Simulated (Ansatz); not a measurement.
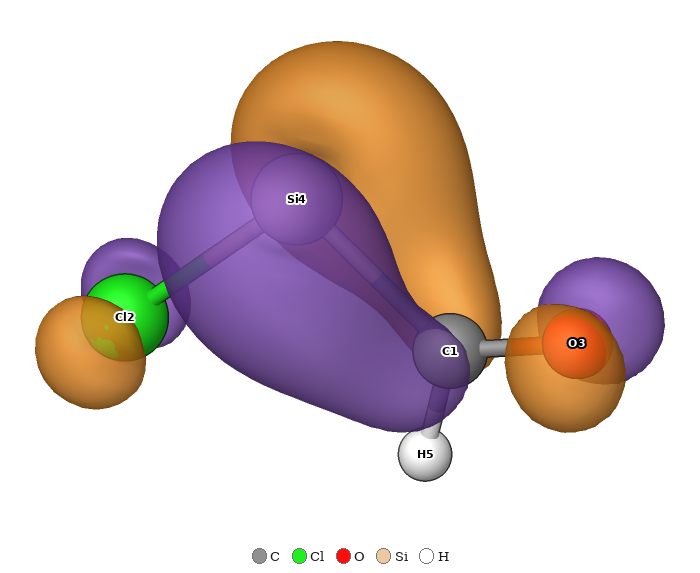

CHClOSi (SMILES [O-]/C=[Si]/Cl) (charge −1, doublet). The HOMO (α) at ±0.15 Å⁻³ᐟ² (orange and purple are the two phases), seen at a tilt.

Geometry: r2SCAN-D4/def2-SVPD.

Computed with isolated molecule in a Gaussian basis; Kohn-Sham density functional theory, functional PBE0 in Ansatz.

Input

```
crystal:
  periodic: [false, false, false]
  atoms:
    - symbol: C
      position_ang: [-2.805156, 1.931604, 0.282056]
    - symbol: Cl
      position_ang: [-3.058263, 1.656261, 3.344411]
    - symbol: O
      position_ang: [-2.610855, 2.225736, -0.912883]
    - symbol: Si
      position_ang: [-2.284455, 3.037507, 1.739382]
    - symbol: H
      position_ang: [-3.322677, 0.945998, 0.509463]
basis:
  gaussian: {orbitals: def2-TZVPD}
total_charge: -1
magnetization: {spin_polarized: true, initial_magnetization: 1}
hamiltonian: {xc: pbe0}
output: {forces: true, orbitals: {seedname: orbitals}}
```

Launched as:

```sh
ansatz run input.yaml --threads 2 --pin off --max-ram 4350MiB --events-out events.jsonl --progress --plain --runs-dir runs
```

Q: Where does this orbital lie, and at what energy?

A: By Hirshfeld shares it lies mainly on Si4 (about 60 %), C1 (about 15 %), O3 (about 15 %) and Cl2 (about 10 %); it changes sign across the molecular plane (π type); π-antibonding (a node) across C1–O3. Its energy is −0.45 eV.
